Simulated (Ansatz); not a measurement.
# Cost against accuracy: kpoints.mp_grid.grid for C (P6_3/mmc, 8 atoms in the cell)

Cell: a = 2.5100 Å, b = 2.5100 Å, c = 8.2803 Å, α = 90.00°, β = 90.00°, γ = 120.00°.

Method: PBE (plane waves, PAW; Ansatz, a program for electronic structure).

Base settings: kpoints.mp_grid.grid = 8 8 2; hamiltonian.xc = pbe; hamiltonian.pseudopotentials = {kind: paw} (the program's default PAW files); scf.occupations.method = fixed.

Misses are taken against the tightest run, 37 37 10, which need not be fully converged itself. The energy is the free energy per atom.

The count of work is k-points × plane waves × bands × iterations; it is no time, and leaves out set-up, grids and terms that scale otherwise. 

The starting cell comes from a database of computed structures (which also holds hypothetical and non-ambient phases and stackings), without a prior relaxation at this level. In the base run, with a pressure of about 4 GPa the cell is away from its equilibrium volume at this level. Ansatz's pressure includes its estimate of the finite-basis (Pulay) stress.

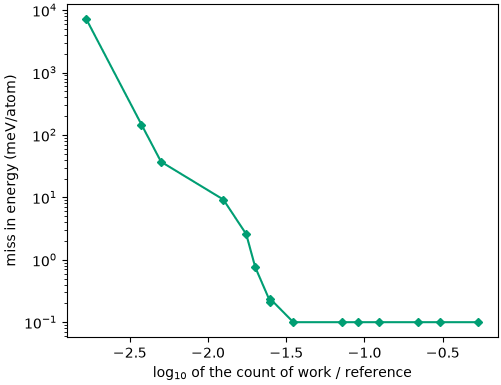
Figure: Miss against the count of work; the reference run is not drawn, and misses under 0.1 meV/atom are drawn there.

```
kpoints.mp_grid.grid  energy less reference (meV/atom)  pressure less reference (GPa)  largest difference in the force on any atom (eV/Å)  count of work / reference
--------------------  --------------------------------  -----------------------------  --------------------------------------------------  -------------------------
1 1 1                                          7129.15                         149.69                                               2.333                     0.0017
3 3 1                                           146.55                           2.66                                               0.355                     0.0038
4 4 1                                            37.18                           0.88                                               0.135                     0.0050
5 5 2                                             9.22                           0.19                                               0.029                      0.013
6 6 2                                             2.58                           0.03                                               0.009                      0.018
7 7 2                                             0.76                           0.01                                               0.003                      0.020
8 8 2                                             0.23                           0.02                                               0.001                      0.025
8 8 3                                             0.21                           0.01                                               0.001                      0.025
10 10 3                                           0.02                           0.00                                               0.000                      0.035
12 12 4                                           0.00                           0.00                                               0.000                      0.071
14 14 4                                           0.00                           0.00                                               0.000                      0.090
17 17 5                                           0.00                           0.00                                               0.000                       0.12
20 20 6                                           0.00                           0.00                                               0.000                       0.22
24 24 7                                          -0.01                           0.00                                               0.000                       0.31
29 29 8                                           0.00                           0.00                                               0.000                       0.53
37 37 10                                          0.00                           0.00                                               0.000                        1.0
```

Coarsest setting among those run that, with all tighter ones, holds the energy within 5 meV/atom of the reference: 6 6 2, off by 2.6 meV/atom; it needs 0.018 of the reference's count of work.

Coarsest setting among those run that, with all tighter ones, holds the energy within 2 meV/atom of the reference: 7 7 2, off by 0.76 meV/atom; it needs 0.020 of the reference's count of work.

The step from 1 1 1 to 4 4 1: it takes the miss in the energy from 7100 to 37 meV/atom, for 3.0 times the count of work.

Keys are those of Ansatz 0.2.
